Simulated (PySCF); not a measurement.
**C5H7NO2, SMILES `NC(=O)C1=CCOC1`: what the electrons do**

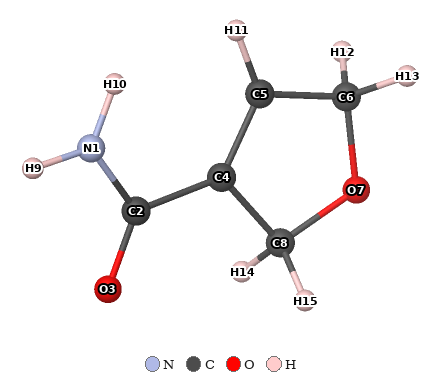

The molecule, with its atoms numbered as below. No frequency check shows the geometry to be a minimum.

Cartesian coordinates (Å):

```
N1      -2.2408    1.0291    0.0489
C2      -1.5227   -0.1198   -0.0069
O3      -2.0527   -1.2098   -0.0590
C4      -0.0523    0.0490   -0.0025
C5       0.7059    1.1419   -0.0404
C6       2.1492    0.7541   -0.0291
O7       2.1679   -0.6602    0.0447
C8       0.8397   -1.1603    0.0315
H9      -3.2448    0.9619    0.0548
H10     -1.8125    1.9332    0.1129
H11      0.4110    2.1744   -0.0827
H12      2.6671    1.0885   -0.9408
H13      2.6820    1.1756    0.8357
H14      0.6811   -1.7963   -0.8491
H15      0.6607   -1.7699    0.9258
```

### 1. In an electric field

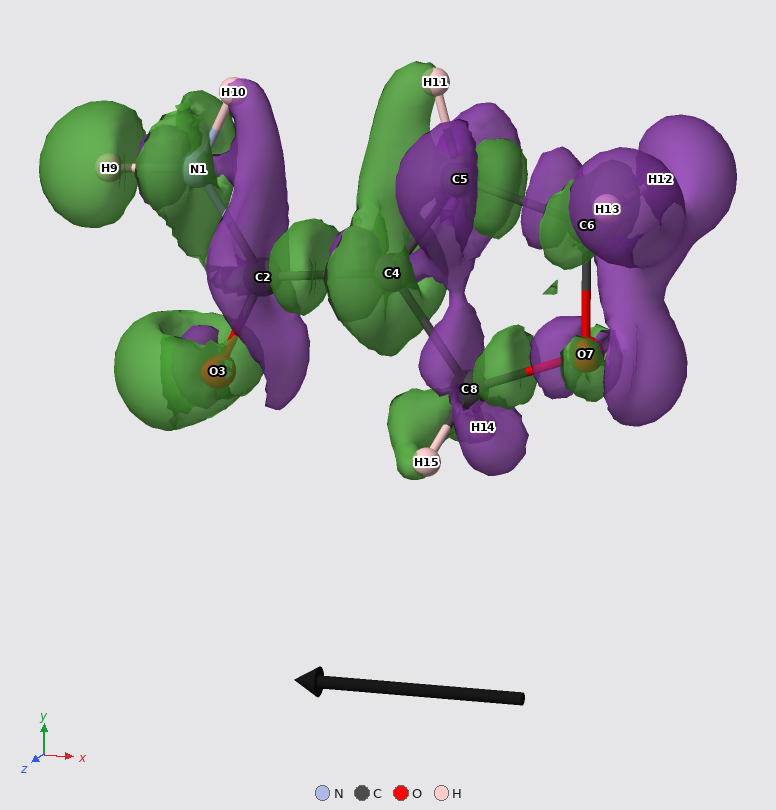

Change of the electron density in a uniform field of 0.51 V/Å along −x (arrow), surfaces at ±0.005 e/Å³ (purple: gain, green: loss).

Computed with PySCF, r2SCAN/6-31+G*, geometry: GFN2-xTB. The basis has diffuse s and p functions alone, which still leaves polarisabilities too small, most of all across bonds.

> What dipole is induced, and what polarisability does it imply?

The induced dipole is 2.16 D (+2.14 D along the field); α along this axis, from the fields in both directions, is 86 bohr³ (12.7 Å³).

> Which atoms gain and lose the most charge?

Electrons gather most on O7 (Hirshfeld charge changes by −0.019 e) and leave O3 most (+0.023 e); 0.172 electrons are displaced in all.

### 2. Localised orbitals

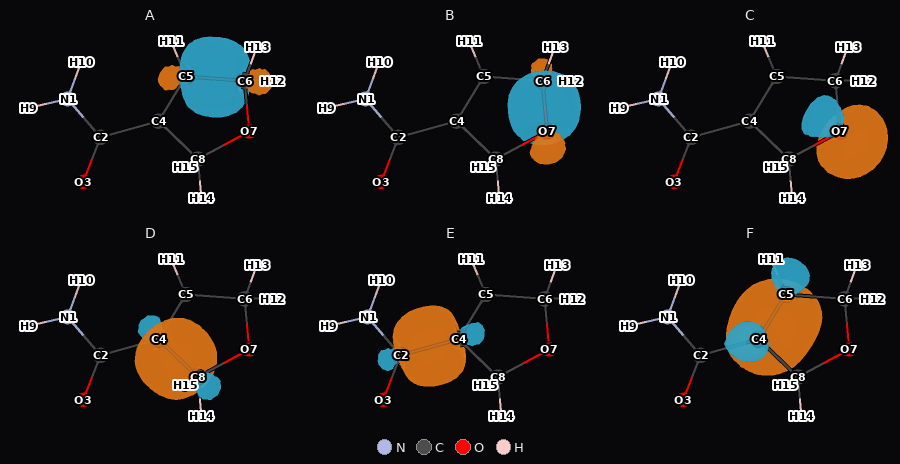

Localised orbitals, occupied; each surface holds about 85 % of the orbital's density. Energies are diagonal elements of the Fock matrix.

PySCF calculation, BLYP/def2-SVPD, gas phase; geometry: GFN2-xTB.

> What does each orbital represent in a Lewis picture?

By panel:
- A: σ bond C5–C6 (C5 50 %, C6 49 %; −13.5 eV)
- B: σ bond O7–C6 (O7 62 %, C6 37 %; −17.1 eV)
- C: lone pair on O7 (sp2.6-type) (O7 96 %; −10.5 eV)
- D: σ bond C4–C8 (C4 50 %, C8 48 %; −13.3 eV)
- E: σ bond C4–C2 (C4 50 %, C2 48 %; −14.3 eV)
- F: bent (banana) bond C4–C5 (C4 48 %, C5 48 %; −11.7 eV)

> Which localisation scheme gives orbitals like these: Pipek–Mezey, IBO or Foster–Boys?

Foster–Boys: it mixes σ and π into equivalent bent bonds, while the other two keep them apart.

> How do all the valence pairs divide up?

22 pairs: 12 σ bonds, 6 bent bonds and 4 lone pairs.

### 3. Magnetic shielding

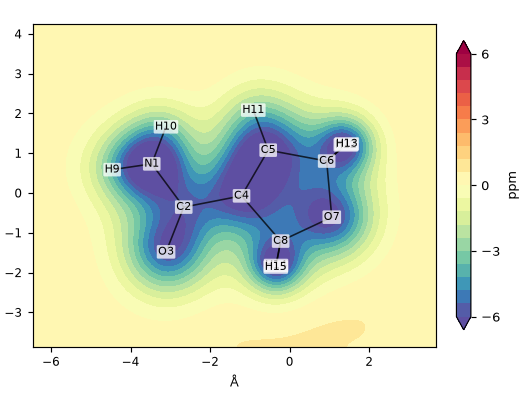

NICSzz (the component normal to the ring) 1.7 Å above the plane of the 5-membered ring C4/C5/C6/O7/C8; GIAO shieldings; atoms are projected onto the map; negative values mean shielding.

PySCF calculation, PBE/def2-SVP, gas phase; geometry: GFN2-xTB.

> What does the map say about the ring?

It is neither clearly shielded nor deshielded above its centre; an sp³ atom breaks the ring's conjugation, so the values mix its σ bonds and separate π bonds and show no closed π ring current: NICS(0) = −3.2, NICS(1) = −1.8, NICS(1)zz = −2.3 ppm.

> What absolute proton shieldings does the same calculation give?

From 26.0 ppm (H11) to 27.7 ppm (H9).

The PySCF runs shown took 6.7 min, 2.6 min and 110 s on 1 thread of AMD EPYC (Zen 3) (shared host).
